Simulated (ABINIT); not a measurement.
## CsCdH3 (Pm-3m): zone-centre phonons

Which modes does CsCdH3 (Pm-3m) have at the zone centre?

Calculated with ABINIT 10.8.3; DFT PBE, scalar-relativistic, plane waves, SPMS norm-conserving pseudopotentials.

The structure was built from a prototype and need not be the compound's stable phase.

## 1. The structure

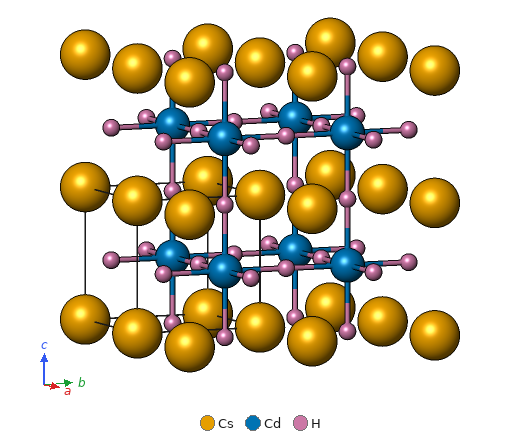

The starting structure, seen slightly off an axis (caesium orange, cadmium blue, hydrogen pink). 2×2×2 cells are drawn. Some periodic images of atoms are drawn too.

## 2. A probe with smearing

A first run with smearing and empty bands tells whether the crystal has a gap, which decides between fixed occupations and smearing later on.

The input, probe.abi:

```
# ground state
tolvrs 1.0d-08
prtden 1
prtwf 1

# basis, mesh and filling
ecut 38.0
ecutsm 3.0
ngkpt 4 4 4
nshiftk 1
shiftk 0.0 0.0 0.0
istwfk *1
occopt 7
tsmear 0.005
nband 24
nstep 100
diemac 9.0
prtebands 0
prtgsr 0
useylm 1

# cell and atoms
acell 8.51888537 8.51888537 8.51888537
rprim 
    1.0 0.0 0.0
    0.0 1.0 0.0
    0.0 0.0 1.0
ntypat 3
znucl 55 48 1
natom 5
typat 1 2 3 3 3
xred 
    0.0 0.0 0.0
    0.5 0.5 0.5
    0.5 0.5 0.0
    0.5 0.0 0.5
    0.0 0.5 0.5
pp_dirpath "./pseudo"
pseudos "Cs.psp8, Cd.psp8, H.psp8"
```

Started as:

```
> OMP_NUM_THREADS=1 mpirun -n 4 abinit probe.abi > probe.log
```

Numbers of over 12 decimals in the logs are rounded to 6 here.

probe.abo, the main output file:

```text
[banners, grids, parts of the stress and lines that vanish by symmetry left out]
- input  file    -> probe.abi
- output file    -> probe.abo
- root for input  files -> probei
[...]
Symmetries : space group Pm -3 m (#221); Bravais cP (primitive cubic)
[...]
mpw =        6968          nfft =      110592          nkpt =          10
[...]
== DATASET  1 ==================================================================
[...]
cutoff_energies: {ecut:  38.0, pawecutdg:  -1.0, }
[...]
Exchange-correlation functional for the present dataset will be:
  GGA: Perdew-Burke-Ernzerhof functional - ixc=11
[...]
ETOT  1  -192.54561197880    -1.925E+02 1.335E-01 2.272E+02
 ETOT  2  -192.83336598802    -2.878E-01 6.467E-03 3.260E+01
 ETOT  3  -192.83836637617    -5.000E-03 2.461E-03 9.040E-01
 ETOT  4  -192.83850750990    -1.411E-04 9.697E-04 2.549E-01
 ETOT  5  -192.83854936284    -4.185E-05 3.290E-04 5.915E-03
 ETOT  6  -192.83854980908    -4.462E-07 1.179E-04 1.465E-04
 ETOT  7  -192.83854982125    -1.217E-08 6.321E-05 9.050E-06
 ETOT  8  -192.83854982195    -7.000E-10 7.783E-05 2.214E-07
 ETOT  9  -192.83854982194     1.020E-11 2.763E-05 8.112E-09
 At SCF step    9       vres2   =  8.11E-09 < tolvrs=  1.00E-08 =>converged.
[...]
sigma(1 1)=  1.08882931E-04  sigma(3 2)=  0.00000000E+00
  sigma(2 2)=  1.08882931E-04  sigma(3 1)=  0.00000000E+00
  sigma(3 3)=  1.08882931E-04  sigma(2 1)=  0.00000000E+00
[...]
convergence: {deltae:  1.020E-11, res2:  8.112E-09, residm:  2.763E-05, diffor: null, }
etotal    :  -1.92838550E+02
[...]
sigma(1 1)=  1.08882931E-04  sigma(3 2)=  0.00000000E+00
  sigma(2 2)=  1.08882931E-04  sigma(3 1)=  0.00000000E+00
  sigma(3 3)=  1.08882931E-04  sigma(2 1)=  0.00000000E+00
[...]
- sigma(1 1)=  3.20344643E+00  sigma(3 2)=  0.00000000E+00
- sigma(2 2)=  3.20344643E+00  sigma(3 1)=  0.00000000E+00
- sigma(3 3)=  3.20344643E+00  sigma(2 1)=  0.00000000E+00
[...]
fcart     -0.0000000000E+00 -0.0000000000E+00 -0.0000000000E+00
           strten      1.0888293095E-04  1.0888293095E-04  1.0888293095E-04
================================================================================

[key lines of the parts left out:]
pressure_GPa:  -3.2034E+00
```

Wall time 16 s (4 MPI ranks of Arm Neoverse V1, shared host); 63 s of CPU time.

Read from the output:

```
volume per atom   : 18.32 Å³
pressure          : -3.203 GPa
gap on the k-mesh : 0 eV
```

No gap opens on this mesh, so smearing is kept.

## 3. Rough relaxation

The typed start is rough, so a first relaxation with smearing and loose thresholds takes it towards rest cheaply.

The input, prerelax.abi:

```
# relaxation
ionmov 2
optcell 2
dilatmx 1.15
chkdilatmx 0
ntime 40
tolmxf 3.0d-04
tolvrs 1.0d-10
prtwf 0
prtden 0
chksymtnons 0

# basis, mesh and filling
ecut 30.4
ecutsm 3.0
ngkpt 4 4 4
nshiftk 1
shiftk 0.0 0.0 0.0
istwfk *1
occopt 7
tsmear 0.005
nband 24
nstep 100
diemac 1000000.0
prtebands 0
prtgsr 0
useylm 1

# cell and atoms
acell 8.51888537 8.51888537 8.51888537
rprim 
    1.0 0.0 0.0
    0.0 1.0 0.0
    0.0 0.0 1.0
ntypat 3
znucl 55 48 1
natom 5
typat 1 2 3 3 3
xred 
    0.0 0.0 0.0
    0.5 0.5 0.5
    0.5 0.5 0.0
    0.5 0.0 0.5
    0.0 0.5 0.5
pp_dirpath "./pseudo"
pseudos "Cs.psp8, Cd.psp8, H.psp8"
```

Started as:

```
> OMP_NUM_THREADS=1 mpirun -n 4 abinit prerelax.abi > prerelax.log
```

prerelax.abo, the main output file:

```text
[banners, grids, parts of the stress and lines that vanish by symmetry left out]
- input  file    -> prerelax.abi
- output file    -> prerelax.abo
- root for input  files -> prerelaxi
[...]
Symmetries : space group Pm -3 m (#221); Bravais cP (primitive cubic)
[...]
mpw =        7568          nfft =      125000          nkpt =          10
[...]
== DATASET  1 ==================================================================
[...]
cutoff_energies: {ecut:  30.4, pawecutdg:  -1.0, }
[...]
Exchange-correlation functional for the present dataset will be:
  GGA: Perdew-Burke-Ernzerhof functional - ixc=11
[...]
ETOT  1  -192.56289198938    -1.926E+02 1.177E-01 2.239E+02
 ETOT  2  -192.83653821008    -2.736E-01 5.498E-03 1.000E+01
 ETOT  3  -192.83805714391    -1.519E-03 6.311E-04 5.840E-01
 ETOT  4  -192.83806640205    -9.258E-06 3.685E-04 1.688E-01
[...]
ETOT  8  -192.84243524400    -1.907E-11 2.011E-09 8.348E-11
 At SCF step    8       vres2   =  8.35E-11 < tolvrs=  1.00E-10 =>converged.
[...]
sigma(1 1)=  1.15507616E-07  sigma(3 2)=  0.00000000E+00
  sigma(2 2)=  1.15507616E-07  sigma(3 1)=  0.00000000E+00
  sigma(3 3)=  1.15507616E-07  sigma(2 1)=  0.00000000E+00
[...]
convergence: {deltae: -1.907E-11, res2:  8.348E-11, residm:  2.011E-09, diffor: null, }
etotal    :  -1.92842435E+02
[...]
At Broyd/MD step   5, gradients are converged :
[...]
sigma(1 1)=  1.15507616E-07  sigma(3 2)=  0.00000000E+00
  sigma(2 2)=  1.15507616E-07  sigma(3 1)=  0.00000000E+00
  sigma(3 3)=  1.15507616E-07  sigma(2 1)=  0.00000000E+00
[...]
- sigma(1 1)=  3.39835140E-03  sigma(3 2)=  0.00000000E+00
- sigma(2 2)=  3.39835140E-03  sigma(3 1)=  0.00000000E+00
- sigma(3 3)=  3.39835140E-03  sigma(2 1)=  0.00000000E+00
[...]
fcart     -0.0000000000E+00 -0.0000000000E+00 -0.0000000000E+00
           strten      1.1550761629E-07  1.1550761629E-07  1.1550761628E-07
================================================================================

[key lines of the parts left out:]
pressure_GPa:  -3.3984E-03
Total energy (etotal) [Ha]= -1.92842435244003E+02
```

Elapsed: 95 s, on 4 MPI ranks; 6.3 min of CPU time.

Step by step:

```csv
step,energy less that of the first step (eV),largest force (eV/Å),volume (Å³)
1,0.0000,0.0000,91.61
2,-0.0173,0.0000,90.72
3,-0.1135,0.0000,79.31
4,-0.1175,0.0000,81.33
5,-0.1176,0.0000,81.06
```

```csv
"conventional cell, symmetrised",before,after,change
a (Å),4.508,4.328,-4.0 %
b (Å),4.508,4.328,-4.0 %
c (Å),4.508,4.328,-4.0 %
volume (Å³/atom),18.32,16.21,-11.5 %
```

Read from the output:

| Item | Value |
| --- | --- |
| volume per atom | 16.21 Å³ |
| pressure | -0.003398 GPa |

The volume changes by -11.5 % in this run and stands -11.5 % from the first cell.

## 4. Relaxing the cell and atoms

The harmonic expansion needs vanishing forces, and a free crystal bears no stress, so cell and atoms are brought to rest. Stress is more sensitive to the basis than forces are: the last 3 Ha under the cutoff are smoothed with ecutsm.

The input, relax.abi:

```
# relaxation
ionmov 2
optcell 2
dilatmx 1.08
ntime 40
tolmxf 1.0d-05
tolvrs 1.0d-14
prtwf 0
prtden 0
chksymtnons 0

# basis, mesh and filling
ecut 38.0
ecutsm 3.0
ngkpt 6 6 6
nshiftk 1
shiftk 0.0 0.0 0.0
istwfk *1
occopt 3
tsmear 0.01
nband 24
nstep 100
diemac 1000000.0
prtebands 0
prtgsr 0
useylm 1

# cell and atoms
acell 8.178290203 8.178290203 8.178290203
rprim 
    1.0 0.0 0.0
    0.0 1.0 0.0
    0.0 0.0 1.0
ntypat 3
znucl 55 48 1
natom 5
typat 1 2 3 3 3
xred 
    0.0 0.0 0.0
    0.5 0.5 0.5
    0.5 0.5 0.0
    0.5 0.0 0.5
    0.0 0.5 0.5
pp_dirpath "./pseudo"
pseudos "Cs.psp8, Cd.psp8, H.psp8"
```

Started as:

```
> OMP_NUM_THREADS=1 mpirun -n 4 abinit relax.abi > relax.log
```

relax.abo, the main output file:

```text
[banners, grids, parts of the stress and lines that vanish by symmetry left out]
- input  file    -> relax.abi
- output file    -> relax.abo
- root for input  files -> relaxi
[...]
Symmetries : space group Pm -3 m (#221); Bravais cP (primitive cubic)
[...]
mpw =        7809          nfft =      125000          nkpt =          20
[...]
== DATASET  1 ==================================================================
[...]
cutoff_energies: {ecut:  38.0, pawecutdg:  -1.0, }
[...]
Exchange-correlation functional for the present dataset will be:
  GGA: Perdew-Burke-Ernzerhof functional - ixc=11
[...]
ETOT  1  -192.61972301948    -1.926E+02 9.819E-02 2.142E+02
 ETOT  2  -192.84212193745    -2.224E-01 5.914E-03 1.087E+01
 ETOT  3  -192.84367011260    -1.548E-03 1.118E-03 5.980E-01
 ETOT  4  -192.84374320588    -7.309E-05 8.832E-04 1.188E-01
 ETOT  5  -192.84376626142    -2.306E-05 7.952E-04 1.500E-03
[...]
At SCF step   13       vres2   =  4.80E-15 < tolvrs=  1.00E-14 =>converged.
[...]
sigma(1 1)= -2.76427872E-06  sigma(3 2)=  0.00000000E+00
  sigma(2 2)= -2.76427872E-06  sigma(3 1)=  0.00000000E+00
  sigma(3 3)= -2.76427872E-06  sigma(2 1)=  0.00000000E+00
[...]
convergence: {deltae:  4.064E-12, res2:  4.798E-15, residm:  9.594E-05, diffor: null, }
etotal    :  -1.92843767E+02
[...]
ETOT  1  -192.84376199250    -1.928E+02 9.863E-05 5.339E-02
[...]
At SCF step   10       vres2   =  9.43E-16 < tolvrs=  1.00E-14 =>converged.
[...]
sigma(1 1)= -2.47888787E-06  sigma(3 2)=  0.00000000E+00
  sigma(2 2)= -2.47888787E-06  sigma(3 1)=  0.00000000E+00
  sigma(3 3)= -2.47888787E-06  sigma(2 1)=  0.00000000E+00
[...]
convergence: {deltae:  8.100E-12, res2:  9.432E-16, residm:  2.202E-05, diffor: null, }
etotal    :  -1.92843767E+02
[...]
ETOT  1  -192.84338388953    -1.928E+02 2.043E-05 4.072E+00
[...]
ETOT 10  -192.84376851621    -2.586E-12 3.379E-06 7.187E-14
 ETOT 11  -192.84376851622    -1.197E-11 5.354E-07 2.761E-15
 At SCF step   11       vres2   =  2.76E-15 < tolvrs=  1.00E-14 =>converged.
[...]
sigma(1 1)= -7.85352370E-09  sigma(3 2)=  0.00000000E+00
  sigma(2 2)= -7.85352370E-09  sigma(3 1)=  0.00000000E+00
  sigma(3 3)= -7.85352371E-09  sigma(2 1)=  0.00000000E+00
[...]
convergence: {deltae: -1.197E-11, res2:  2.761E-15, residm:  5.354E-07, diffor: null, }
etotal    :  -1.92843769E+02
[...]
At Broyd/MD step   3, gradients are converged :
[...]
sigma(1 1)= -7.85352370E-09  sigma(3 2)=  0.00000000E+00
  sigma(2 2)= -7.85352370E-09  sigma(3 1)=  0.00000000E+00
  sigma(3 3)= -7.85352371E-09  sigma(2 1)=  0.00000000E+00
[...]
- sigma(1 1)= -2.31058645E-04  sigma(3 2)=  0.00000000E+00
- sigma(2 2)= -2.31058645E-04  sigma(3 1)=  0.00000000E+00
- sigma(3 3)= -2.31058645E-04  sigma(2 1)=  0.00000000E+00
[...]
fcart     -0.0000000000E+00 -0.0000000000E+00 -0.0000000000E+00
           strten     -7.8535237029E-09 -7.8535237029E-09 -7.8535237133E-09
================================================================================

[key lines of the parts left out:]
pressure_GPa:   2.3106E-04
Total energy (etotal) [Ha]= -1.92843768516217E+02
```

Run time: 1.8 min. Hardware: 4 MPI ranks; 7.1 min of CPU time.

Little changed from the start: no atom moved by 0.005 Å and no cell edge by 0.1 %.

Numbers from this step:

* volume per atom: 16.25 Å³
* pressure: 2.31e-4 GPa

The volume changes by +0.2 % in this run and stands -11.3 % from the first cell.

## 5. Self-consistent run for the response

The response is built on these wavefunctions, so the potential is converged far more tightly than an energy would need. ecutsm is kept as in the relaxation, so that the cell stays at rest. Smearing stays on, as the first look found no gap above 0.3 eV.

The input, gs.abi:

```
# ground state
tolvrs 1.0d-16
prtden 1
prtwf 1

# basis, mesh and filling
ecut 38.0
ecutsm 3.0
ngkpt 6 6 6
nshiftk 1
shiftk 0.0 0.0 0.0
istwfk *1
occopt 3
tsmear 0.01
nband 24
nstep 100
diemac 1000000.0
prtebands 0
prtgsr 0
useylm 1

# cell and atoms
acell 8.184873553 8.184873553 8.184873553
rprim 
    1.0 0.0 0.0
    0.0 1.0 0.0
    0.0 0.0 1.0
ntypat 3
znucl 55 48 1
natom 5
typat 1 2 3 3 3
xred 
    0.0 0.0 0.0
    0.5 0.5 0.5
    0.5 0.5 0.0
    0.5 0.0 0.5
    0.0 0.5 0.5
pp_dirpath "./pseudo"
pseudos "Cs.psp8, Cd.psp8, H.psp8"
```

Started as:

```
> OMP_NUM_THREADS=1 mpirun -n 4 abinit gs.abi > gs.log
```

gs.abo, the main output file:

```text
[banners, grids, parts of the stress and lines that vanish by symmetry left out]
- input  file    -> gs.abi
- output file    -> gs.abo
- root for input  files -> gsi
[...]
Symmetries : space group Pm -3 m (#221); Bravais cP (primitive cubic)
[...]
mpw =        6154          nfft =      110592          nkpt =          20
[...]
== DATASET  1 ==================================================================
[...]
cutoff_energies: {ecut:  38.0, pawecutdg:  -1.0, }
[...]
Exchange-correlation functional for the present dataset will be:
  GGA: Perdew-Burke-Ernzerhof functional - ixc=11
[...]
ETOT  1  -192.58557715424    -1.926E+02 1.558E-01 1.963E+02
 ETOT  2  -192.84186968507    -2.563E-01 6.528E-03 1.163E+01
 ETOT  3  -192.84367732280    -1.808E-03 2.888E-03 5.195E-01
 ETOT  4  -192.84373862126    -6.130E-05 1.093E-03 1.387E-01
 ETOT  5  -192.84376898648    -3.037E-05 4.381E-04 1.428E-03
[...]
ETOT 13  -192.84376941812    -1.282E-11 5.558E-05 7.037E-15
 ETOT 14  -192.84376941813    -8.953E-12 3.428E-05 7.705E-18
 At SCF step   14       vres2   =  7.70E-18 < tolvrs=  1.00E-16 =>converged.
[...]
sigma(1 1)= -1.85585404E-08  sigma(3 2)=  0.00000000E+00
  sigma(2 2)= -1.85585404E-08  sigma(3 1)=  0.00000000E+00
  sigma(3 3)= -1.85585404E-08  sigma(2 1)=  0.00000000E+00
[...]
convergence: {deltae: -8.953E-12, res2:  7.705E-18, residm:  3.428E-05, diffor: null, }
etotal    :  -1.92843769E+02
[...]
sigma(1 1)= -1.85585404E-08  sigma(3 2)=  0.00000000E+00
  sigma(2 2)= -1.85585404E-08  sigma(3 1)=  0.00000000E+00
  sigma(3 3)= -1.85585404E-08  sigma(2 1)=  0.00000000E+00
[...]
- sigma(1 1)= -5.46011108E-04  sigma(3 2)=  0.00000000E+00
- sigma(2 2)= -5.46011108E-04  sigma(3 1)=  0.00000000E+00
- sigma(3 3)= -5.46011108E-04  sigma(2 1)=  0.00000000E+00
[...]
fcart     -0.0000000000E+00 -0.0000000000E+00 -0.0000000000E+00
           strten     -1.8558540357E-08 -1.8558540361E-08 -1.8558540362E-08
================================================================================

[key lines of the parts left out:]
pressure_GPa:   5.4601E-04
```

Run time: 34 s. Hardware: 4 MPI ranks.

Read from the output:

- pressure: 5.46e-4 GPa

The cell stands at 5.5e-4 GPa, close enough for phonons.

(Part 1 of 4 ends here.)

[Host names and launcher messages were left out of these logs when they were recorded.]

[Logs are printed without paths, hosts, clocks, repeated set-up lines and the standing remarks that a program may print on its own settings, such as how far it seeks lower states.]

[Hosts, paths, dates, database ids (printed as entryN), source tags and the programs' standing remarks are cut or masked in the printed files.]
